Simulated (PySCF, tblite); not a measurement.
# C₇H₁₂F₂: geometry, infrared bands and NMR shifts

Wanted: the infrared bands and NMR shifts of C₇H₁₂F₂ (`C=C(C(F)F)C(C)(C)C`), by calculation.

Computed with tblite 0.8.0 and PySCF 2.14.0, with density-fitted response routines of our own, on a single molecule in the gas phase. Atoms are numbered from 0 throughout.

### 1 The molecule as given

21 atoms, charge 0, multiplicity 1; geometry from: force field or distance geometry start.

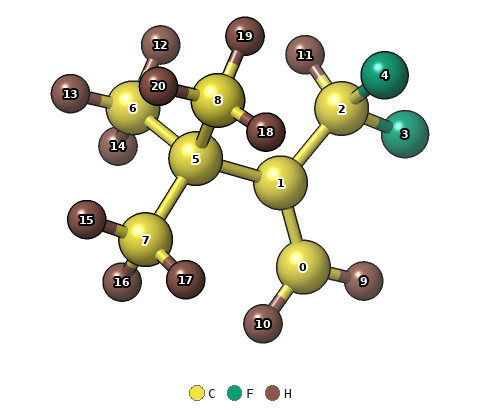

The starting geometry (carbon yellow, fluorine teal, hydrogen brown), atoms numbered.

### 2 Geometry optimisation with GFN2-xTB

The job: settings as JSON, then the geometry in Å.

```
{"job": {"kind": "relax", "xc": "GFN2-xTB", "basis": "xTB"}, "charge": 0, "multiplicity": 1}
C      1.773500    -1.179400     0.446100
C      1.024800    -0.100300     0.074600
C      1.740100     1.188300    -0.276000
F      3.077400     1.033400    -0.411900
F      1.562200     2.122400     0.703300
C     -0.517800    -0.111700    -0.003700
C     -0.951500     0.011200    -1.478900
C     -1.146700    -1.398300     0.566700
C     -1.105200     1.064200     0.796800
H      2.846500    -1.122700     0.498300
H      1.331500    -2.136200     0.713000
H      1.367500     1.603100    -1.221800
H     -0.660300     0.965800    -1.908300
H     -2.038300    -0.061300    -1.571300
H     -0.520100    -0.783900    -2.082500
H     -2.250300    -1.353800     0.527600
H     -0.848900    -2.284900    -0.005500
H     -0.882300    -1.565500     1.612800
H     -0.769400     1.058300     1.843200
H     -0.832500     2.037100     0.367300
H     -2.209100     1.031100     0.809500
```

Command:

```
$ OMP_NUM_THREADS=1 python probes_run.py task.json out
```

The driver reads the jobs from task.json and runs them one after another.

The program printed:

```text
step      E/eV     max force
  0    -831.34120    2.214
  1    -831.38993    1.580
  2    -831.41936    0.306
  3    -831.43040    0.335
  4    -831.44208    0.376
  5    -831.44839    0.229
  6    -831.45478    0.183
  7    -831.45830    0.169
  8    -831.46000    0.096
  9    -831.46056    0.053
 10    -831.46097    0.058
 11    -831.46155    0.090
 12    -831.46243    0.109
 13    -831.46354    0.098
 14    -831.46471    0.087
 15    -831.46581    0.088
 16    -831.46683    0.091
 17    -831.46768    0.064
 18    -831.46830    0.062
 19    -831.46878    0.069
 20    -831.46931    0.086
 21    -831.47002    0.087
 22    -831.47094    0.086
 23    -831.47210    0.089
 24    -831.47355    0.083
 25    -831.47527    0.104
 26    -831.47699    0.108
 27    -831.47850    0.100
 28    -831.48006    0.087
 29    -831.48149    0.105
 30    -831.48182    0.160
 31    -831.48309    0.068
 32    -831.48350    0.047
 33    -831.48411    0.040
 34    -831.48441    0.046
 35    -831.48472    0.037
 36    -831.48493    0.032
 37    -831.48515    0.028
 38    -831.48531    0.032
 39    -831.48541    0.018
 40    -831.48547    0.016
 41    -831.48552    0.018
 42    -831.48558    0.026
 43    -831.48565    0.025
 44    -831.48572    0.018
 45    -831.48578    0.018
 46    -831.48585    0.018
 47    -831.48591    0.017
 48    -831.48595    0.015
 49    -831.48600    0.014
 50    -831.48606    0.018
 51    -831.48613    0.017
 52    -831.48619    0.019
 53    -831.48625    0.018
 54    -831.48631    0.019
 55    -831.48637    0.018
 56    -831.48641    0.014
 57    -831.48645    0.017
 58    -831.48647    0.016
 59    -831.48650    0.016
 60    -831.48653    0.014
 61    -831.48655    0.008
```

Wall time 0.66 s (1 thread of Arm Neoverse N1, shared host); peak memory 0.18 GiB.

Relaxation path: (not every step is listed)

| step | energy from step 0 (eV) | largest force (eV/Å) |
| --- | --- | --- |
| 0 | 0.0000 | 2.2137 |
| 1 | -0.0487 | 1.5800 |
| 2 | -0.0782 | 0.3065 |
| 3 | -0.0892 | 0.3349 |
| 4 | -0.1009 | 0.3764 |
| 5 | -0.1072 | 0.2292 |
| 6 | -0.1136 | 0.1828 |
| 7 | -0.1171 | 0.1694 |
| 8 | -0.1188 | 0.0963 |
| 12 | -0.1212 | 0.1092 |
| 16 | -0.1256 | 0.0908 |
| 20 | -0.1281 | 0.0865 |
| 24 | -0.1324 | 0.0833 |
| 28 | -0.1389 | 0.0871 |
| 32 | -0.1423 | 0.0474 |
| 36 | -0.1437 | 0.0319 |
| 40 | -0.1443 | 0.0156 |
| 44 | -0.1445 | 0.0184 |
| 48 | -0.1448 | 0.0151 |
| 52 | -0.1450 | 0.0188 |
| 56 | -0.1452 | 0.0142 |
| 57 | -0.1453 | 0.0172 |
| 58 | -0.1453 | 0.0162 |
| 59 | -0.1453 | 0.0165 |
| 60 | -0.1453 | 0.0140 |
| 61 | -0.1454 | 0.0075 |

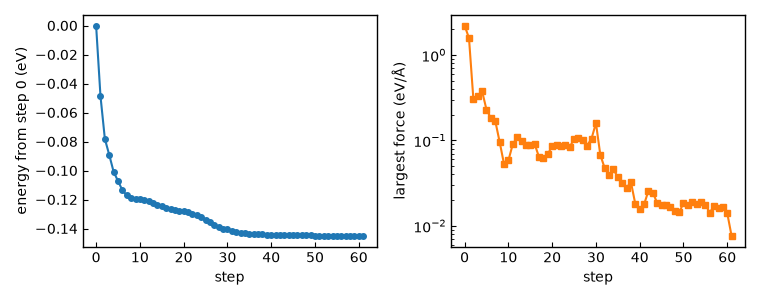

Energy and force, step by step.

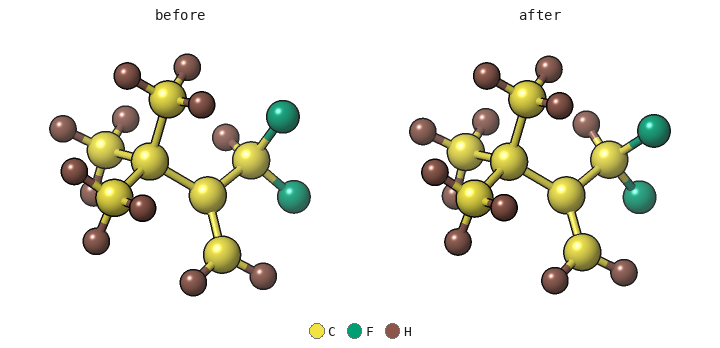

The geometry before (left) and after (right).

Close pairs (by a distance rule), those that changed most:

| bond | before (Å) | after (Å) | change (Å) |
| --- | --- | --- | --- |
| C0–C1 | 1.365 | 1.324 | -0.041 |
| C1–C5 | 1.545 | 1.518 | -0.027 |
| C7–H15 | 1.105 | 1.087 | -0.018 |
| C8–H20 | 1.104 | 1.088 | -0.017 |
| C0–H10 | 1.087 | 1.074 | -0.014 |
| C8–H18 | 1.099 | 1.088 | -0.011 |
| C8–H19 | 1.098 | 1.087 | -0.011 |
| C5–C7 | 1.541 | 1.531 | -0.011 |

The next job starts from the end point, and lists it.

### 3 Vibrational analysis with GFN2-xTB

The job: settings as JSON, then the geometry in Å.

```
{"job": {"kind": "ir", "xc": "GFN2-xTB", "basis": "xTB"}, "charge": 0, "multiplicity": 1}
C      1.727172    -1.136653     0.495016
C      0.979704    -0.117312     0.100075
C      1.677799     1.178344    -0.247903
F      2.917704     0.961226    -0.754954
F      1.868842     1.940854     0.866055
C     -0.533488    -0.115206    -0.014723
C     -0.926166    -0.015663    -1.496468
C     -1.136310    -1.400313     0.558812
C     -1.104235     1.077723     0.763672
H      2.799777    -1.049968     0.545290
H      1.315144    -2.088471     0.772584
H      1.138322     1.800513    -0.976524
H     -0.622954     0.932133    -1.933202
H     -2.005440    -0.100912    -1.597016
H     -0.462006    -0.818775    -2.064340
H     -2.221095    -1.349223     0.501752
H     -0.810522    -2.270103    -0.005521
H     -0.855964    -1.526250     1.601393
H     -0.789899     1.032667     1.803788
H     -0.774267     2.027534     0.351636
H     -2.191036     1.054797     0.730107
```

The program printed:

```text
mode    cm-1     km/mol
  1      38.0      1.72
  2      56.4      0.46
  3     156.1      0.24
  4     196.6      0.50
  5     210.1      1.21
  6     219.6      0.19
  7     279.6      1.67
  8     303.7      1.68
  9     313.8      4.04
 10     331.4      4.66
 11     365.3      0.15
 12     383.8      0.83
 13     452.0      2.90
 14     490.5      6.92
 15     569.4      5.63
 16     662.1      2.44
 17     707.5      3.31
 18     782.7      5.68
 19     896.7      6.24
 20     923.9      8.10
 21     946.3     14.81
 22     961.2      0.46
 23     963.6      0.88
 24     965.1      1.80
 25    1004.8    183.19
 26    1034.0     17.66
 27    1039.3     11.76
 28    1055.2    118.98
 29    1157.1      0.61
 30    1229.9     15.27
 31    1235.6     10.94
 32    1259.2     14.50
 33    1269.8      5.79
 34    1313.1     29.57
 35    1403.4      3.08
 36    1408.1      4.72
 37    1412.4      3.29
 38    1430.5      1.28
 39    1490.1      0.01
 40    1492.7      0.05
 41    1497.9      0.95
 42    1506.2      3.47
 43    1509.8      3.57
 44    1517.6      6.35
 45    1705.7      5.01
 46    2898.5     28.29
 47    3032.2      4.51
 48    3033.9      5.73
 49    3035.0      6.84
 50    3039.7     81.99
 51    3040.5     11.70
 52    3044.2     28.03
 53    3046.8     33.10
 54    3048.0     53.77
 55    3052.0     40.57
 56    3116.7      5.75
 57    3159.6     14.96
```

Run time: 1.2 s. Hardware: 1 thread of Arm Neoverse N1, shared host; peak memory 0.18 GiB.

The strongest bands and the atoms that carry them (share of the mass-weighted mode):

| cm⁻¹ | km/mol | atoms |
| --- | --- | --- |
| 1005 | 183.2 | C2 60 %, F4 20 % |
| 1055 | 119.0 | C2 40 %, F3 19 % |
| 1313 | 29.6 | H11 33 %, C1 21 %, C2 18 %, C5 14 % |
| 2898 | 28.3 | H11 93 % |
| 3040 | 82.0 | H13 22 %, H20 20 %, H15 13 % |
| 3047 | 33.1 | H16 30 %, H15 30 %, H17 28 % |
| 3048 | 53.8 | H12 36 %, H13 24 %, H18 14 %, H14 13 % |
| 3052 | 40.6 | H19 67 %, H18 12 % |

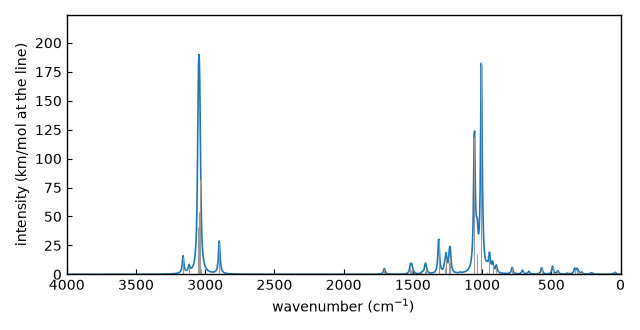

The infrared spectrum from these modes, unscaled. Lines are broadened to a width of 14 cm⁻¹ (Lorentzian).

### 4 Shielding tensors: PBE0/pcSseg-1

Same as in step 3 but for these lines:

```diff
@@ -1,2 +1,2 @@
-{"job": {"kind": "ir", "xc": "GFN2-xTB", "basis": "xTB"}, "charge": 0, "multiplicity": 1}
+{"job": {"kind": "nmr", "xc": "PBE0", "basis": "pcSseg-1"}, "charge": 0, "multiplicity": 1}
 C      1.727172    -1.136653     0.495016
```

Level: GIAO PBE0/pcSseg-1 NMR shielding, non-relativistic, gas phase.

The program printed:

```text
coarse grid: 17216 points
cycle   1  E = -472.8793951051  dE =  1.008e+00  |g| = 7.668e-01  |ddm| = 3.928e+00
cycle   2  E = -472.8050744780  dE =  7.432e-02  |g| = 1.046e+00  |ddm| = 1.164e+00
cycle   3  E = -472.9909875242  dE = -1.859e-01  |g| = 9.867e-02  |ddm| = 6.818e-01
cycle   4  E = -472.9927136908  dE = -1.726e-03  |g| = 4.588e-02  |ddm| = 1.273e-01
cycle   5  E = -472.9931699838  dE = -4.563e-04  |g| = 1.593e-02  |ddm| = 5.359e-02
cycle   6  E = -472.9932283564  dE = -5.837e-05  |g| = 2.833e-03  |ddm| = 1.416e-02
cycle   7  E = -472.9932301074  dE = -1.751e-06  |g| = 5.958e-04  |ddm| = 2.790e-03
final grid: 166128 points
cycle   8  E = -473.0636771132  dE = -1.031e-04  |g| = 1.084e-02  |ddm| = 6.278e-02
cycle   9  E = -473.0636648147  dE =  1.230e-05  |g| = 1.339e-02  |ddm| = 2.237e-02
cycle  10  E = -473.0637056663  dE = -4.085e-05  |g| = 1.752e-03  |ddm| = 1.283e-02
cycle  11  E = -473.0637062206  dE = -5.543e-07  |g| = 5.327e-04  |ddm| = 1.830e-03
cycle  12  E = -473.0637062807  dE = -6.016e-08  |g| = 1.969e-04  |ddm| = 5.292e-04
cycle  13  E = -473.0637062891  dE = -8.325e-09  |g| = 3.412e-05  |ddm| = 1.902e-04
cycle  14  E = -473.0637062893  dE = -2.032e-10  |g| = 1.272e-05  |ddm| = 3.709e-05
converged SCF energy = -473.0637062893

GIAO shielding tensors (ppm)
atom      isotropic    diamagn.    paramagn.     s11        s22        s33       span
  0 C       66.793     252.072    -185.279    -43.395     67.020    176.754    220.149
  1 C       24.572     264.962    -240.390    -96.463     28.227    141.952    238.415
  2 C       69.200     241.099    -171.898     51.094     68.657     87.850     36.756
  3 F      312.814     470.595    -157.781    206.044    342.851    389.546    183.501
  4 F      291.912     473.014    -181.102    193.217    329.248    353.270    160.053
  5 C      150.602     242.240     -91.638    141.167    153.477    157.162     15.995
  6 C      156.504     248.356     -91.853    137.706    145.078    186.727     49.021
  7 C      156.281     248.740     -92.459    141.646    145.403    181.794     40.147
  8 C      157.240     248.419     -91.178    143.234    146.055    182.431     39.197
  9 H       25.577      30.047      -4.470     22.968     23.834     29.930      6.962
 10 H       26.080      32.909      -6.829     22.883     24.031     31.327      8.444
 11 H       25.125      30.234      -5.109     22.155     25.317     27.902      5.747
 12 H       30.389      31.710      -1.320     26.046     29.274     35.848      9.802
 13 H       30.595      31.568      -0.973     26.784     28.337     36.664      9.881
 14 H       30.781      31.541      -0.760     27.244     28.195     36.905      9.661
 15 H       30.754      31.638      -0.885     27.010     28.870     36.381      9.371
 16 H       30.312      32.359      -2.047     26.758     27.890     36.289      9.531
 17 H       30.485      32.157      -1.672     27.072     27.854     36.530      9.458
 18 H       30.643      31.529      -0.886     27.390     27.996     36.542      9.151
 19 H       30.439      31.708      -1.269     26.130     29.536     35.649      9.519
 20 H       30.718      31.622      -0.904     26.740     28.653     36.761     10.021
```

It took 79 s on 1 thread of Arm Neoverse N1, shared host; peak memory 0.96 GiB.

The references, computed at this level on geometries of the same kind, shield at (ppm): 1H TMS 31.72, 13C TMS 186.9, 19F CFCl3 170.9. Their shielding less the atom's gives the shift. The references are single molecules in the gas phase, so shifts against H2O, NH3, PH3, H3PO4 or CFCl3 are not on the usual liquid scales and can be off by tens of ppm. Atoms listed in one row are averaged.

| atoms | environment | σ (ppm) | δ (ppm) | δ scaled to CDCl3 |
| --- | --- | --- | --- | --- |
| C1 | fully substituted alkene carbon | 24.6 | 162.4 | 156.5 |
| C0 | terminal =CH2 carbon | 66.8 | 120.1 | 115.3 |
| C2 | allylic sp3 CH bonded to 2 F | 69.2 | 117.7 | 113.0 |
| C5 | allylic quaternary sp3 carbon | 150.6 | 36.3 | 33.5 |
| C6, C7, C8 | methyl carbon | 156.7 | 30.3 | 27.6 |
| H11 | hydrogen on an allylic sp3 CH bonded to 2 F | 25.12 | 6.59 | 6.32 |
| H9 | hydrogen on a terminal =CH2 carbon | 25.58 | 6.14 | 5.89 |
| H10 | hydrogen on a terminal =CH2 carbon | 26.08 | 5.64 | 5.42 |
| H12, H13, H14, H15, H16 and 4 more | hydrogen on a methyl carbon | 30.57 | 1.15 | 1.19 |
| F3, F4 | fluorine of a CF2 group | 302.4 | -131.4 | – |

The scaled column applies a straight-line fit of computed shieldings to shifts measured in CDCl3, and one for carbons that bear F (root-mean-square error 0.16 ppm for H, 1.9 ppm for C).

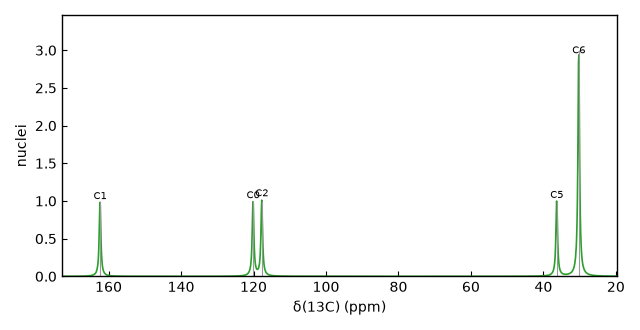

13C lines at the computed shifts, without couplings. Lines are broadened to a width of 0.53 ppm (Lorentzian).

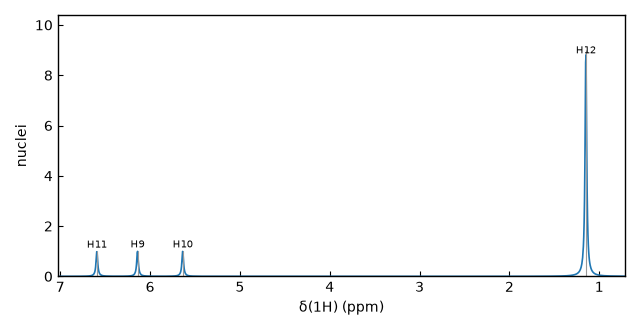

1H lines at the computed shifts, without couplings. Lines are broadened to a width of 0.02 ppm (Lorentzian).

Charges from the same density, by scheme (e):

| atoms | Mulliken | IAO | Hirshfeld | ESP fit |
| --- | --- | --- | --- | --- |
| C0 | -0.03 | -0.30 | -0.10 | -0.43 |
| C1 | -0.30 | -0.03 | -0.01 | -0.19 |
| C2 | 0.63 | 0.44 | 0.15 | 0.42 |
| F3, F4 | -0.31 | -0.31 | -0.11 | -0.23 |
| C5 | -0.62 | 0.05 | 0.03 | 0.72 |
| C6, C7, C8 | -0.14 | -0.42 | -0.12 | -0.59 |

IAO charges:

C0 -0.30; C1 -0.03; C2 0.44; F3 -0.30; F4 -0.31; C5 0.05; C6 -0.41; C7 -0.41; C8 -0.42; H9 0.16; H10 0.15; H11 0.13; H12 0.13; H13 0.14; H14 0.14; H15 0.14; H16 0.14; H17 0.14; H18 0.15; H19 0.14; H20 0.14

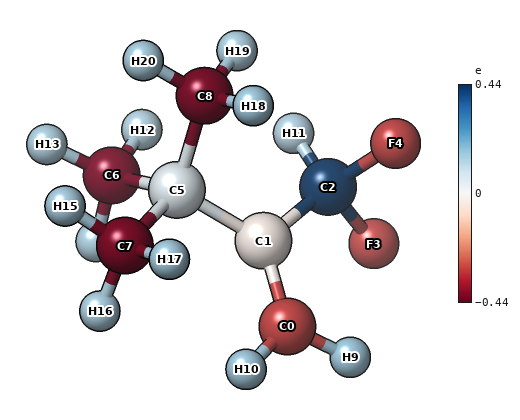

IAO charges, as colours on the atoms.

Mayer bond orders: C0–C1 2.01, C1–C2 0.98, C2–F3 0.95, C2–F4 0.94, C1–C5 0.91, C5–C6 1.01, C5–C7 1.05, C5–C8 1.02.

The fields below are evaluated on a grid from the run's orbitals.

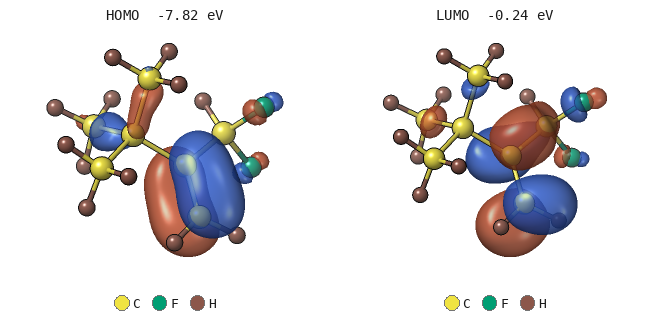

Frontier orbitals at PBE0/pcSseg-1; each surface holds 70 % of the orbital's density, blue and red mark the sign.

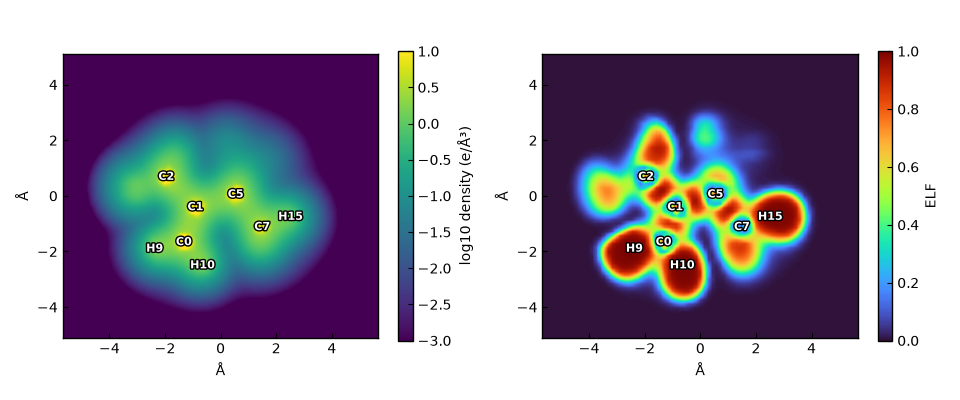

Density (left) and ELF (right) in a plane through or near 8 of the atoms.

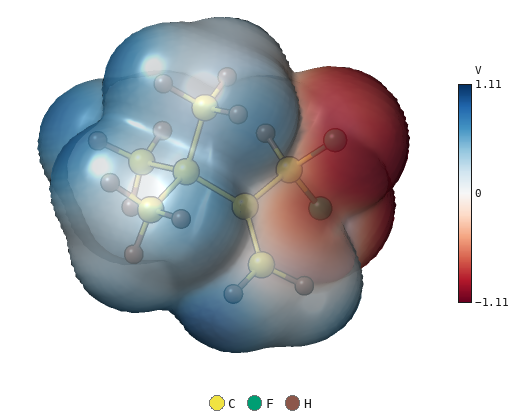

The potential that a unit positive charge feels on the 0.002 e/bohr³ surface, from the 1st to the 99th percentile, from -1.00 V near F4 to 1.11 V near H11.

### 5 What came out

| quantity | value |
| --- | --- |
| strongest single infrared mode (GFN2-xTB) | 1005 cm⁻¹, 183 km/mol |
| zero-point energy (GFN2-xTB) | 109.6 kcal/mol |
| 13C shifts against TMS (PBE0/pcSseg-1, means over atoms taken as alike) | 162.4, 120.1, 117.7, 36.3, 30.3 ppm |
| 1H shifts against TMS (PBE0/pcSseg-1, means over atoms taken as alike) | 6.59, 6.14, 5.64, 1.15 ppm |
| 19F shifts against CFCl3 (PBE0/pcSseg-1, means over atoms taken as alike) | -131.4 ppm |
| surface potential, 1st and 99th percentile | -1.00 V and 1.11 V |

What this shows: The optimisation took 61 steps and gained 0.145 eV; among the close pairs (by a distance rule), C0–C1 changed most, from 1.365 to 1.324 Å. All 57 modes are real, so the xTB geometry is a minimum. The strongest single mode, at 1005 cm⁻¹, moves mainly C2. Unscaled tight-binding wavenumbers are off by several per cent, some by more. Its intensities can rank the bands wrongly. The most deshielded carbon is C1 (fully substituted alkene carbon), at 162.4 ppm: an sp2 carbon of a C=C bond. The most deshielded hydrogen is H11 (hydrogen on an allylic sp3 CH bonded to 2 F), at 6.59 ppm: its carbon carries F, an electronegative neighbour. At PBE0/pcSseg-1: The largest span, 238 ppm, is at C1, where the paramagnetic term is -240 ppm.
